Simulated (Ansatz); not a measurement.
**LiTaO3: O → Te**

Start from LiTaO3 (space group R3c, No. 161; a = 5.139 Å, c = 13.765 Å (hexagonal axes)).

Modification: full substitution O → Te; the structure is relaxed again.

Calculations: DFT with PBEsol, PAW potentials and a 420 eV plane-wave cutoff in Ansatz (a quantum-chemistry and plane-wave program), no spin-orbit coupling, earlier PAW set. Settings: 8×8×8 k-points, 0.05 eV Fermi–Dirac smearing.

The volume per atom grows by 15.54 Å³, from 10.49 Å³ to 26.03 Å³ and the density decreases by 0.184 g/cm³, from 7.47 g/cm³ to 7.28 g/cm³. The lattice parameter a grows by 3.580 bohr to 13.291 bohr and the c/a ratio shrinks by 0.0871, from 2.679 to 2.591. The shortest interatomic distance rises by 1.483 bohr, from 3.621 bohr to 5.104 bohr and the band gap goes from 3.80 eV to zero (an upper bound: an edge found on the path is not a true extremum; the base alone).

Final structure:

```yaml
crystal:
  lattice:
    - [3.51676, 2.03040, 6.07552]
    - [-3.51676, 2.03040, 6.07552]
    - [0.00000, -4.06081, 6.07552]
  atoms:
    - { symbol: Li, position: [0.68079, 0.68079, 0.68079] }
    - { symbol: Li, position: [0.18079, 0.18079, 0.18079] }
    - { symbol: Ta, position: [0.01134, 0.01134, 0.01134] }
    - { symbol: Ta, position: [0.51134, 0.51134, 0.51134] }
    - { symbol: Te, position: [0.60640, 0.90706, 0.24411] }
    - { symbol: Te, position: [0.90706, 0.24411, 0.60640] }
    - { symbol: Te, position: [0.24411, 0.60640, 0.90706] }
    - { symbol: Te, position: [0.74411, 0.40706, 0.10640] }
    - { symbol: Te, position: [0.40706, 0.10640, 0.74411] }
    - { symbol: Te, position: [0.10640, 0.74411, 0.40706] }
```

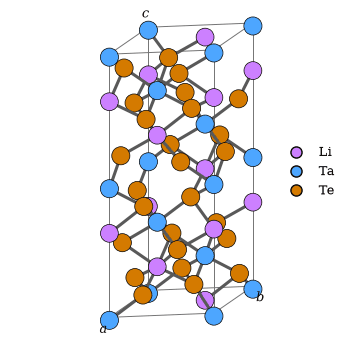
Figure. The relaxed conventional cell after the change

Spin-orbit coupling, missing from the scalar runs, can matter with Ta and Te. Whether these cells are dynamically stable was not tested. As relaxed here, LiTaTe3 is a hypothetical phase, not in the database extracts checked. All final runs are without spin polarisation. The zero or small gap of LiTaTe3 can change with the level of theory.
